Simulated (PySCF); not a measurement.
Molecule: Ga(Et)(OMe)(NH2), SMILES C[CH2][Ga]([NH2])[O]C (C3H10GaNO). Atoms near the plane z = 0.0 Å, at the GFN2-xTB optimised geometry (x, y, z in Å): Ga1 (-0.5, -0.4, 0.0), C2 (1.5, -0.4, 0.0), C3 (2.1, -1.8, 0.1), H4 (1.8, 0.2, 0.9), H5 (1.8, 0.1, -0.9), H6 (1.8, -2.4, -0.8), H7 (1.7, -2.4, 1.0), H8 (3.2, -1.8, 0.1), O9 (-1.2, 1.2, 0.0), C10 (-2.2, 2.1, 0.0), H11 (-3.2, 1.7, 0.1), H12 (-2.0, 2.8, 0.9), H13 (-2.2, 2.7, -0.9), N14 (-1.7, -1.9, 0.2), H15 (-1.4, -2.8, -0.1), H16 (-2.7, -1.8, -0.1).

Computed with PBE0/def2-TZVP (PySCF 2.14.0). Cells within 0.4 Å of a nucleus heavier than hydrogen are left out (blank, or x). The values are rescaled to run from 0 to 1.

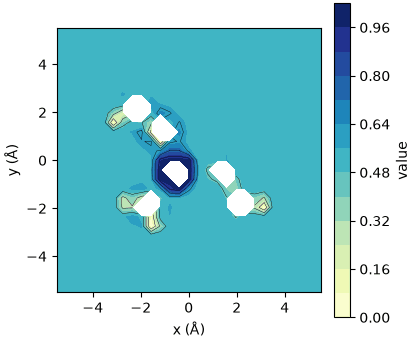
Figure. a field on the plane z = 0.0 Å.

### Question
Which quantity is mapped?
A) electrostatic potential
B) an orbital amplitude
C) Laplacian of the electron density
D) electron localisation function

### Answer
C, Laplacian of the electron density. In full: Laplacian of the electron density (e/bohr⁵), clipped to [-1.50, 1.50].
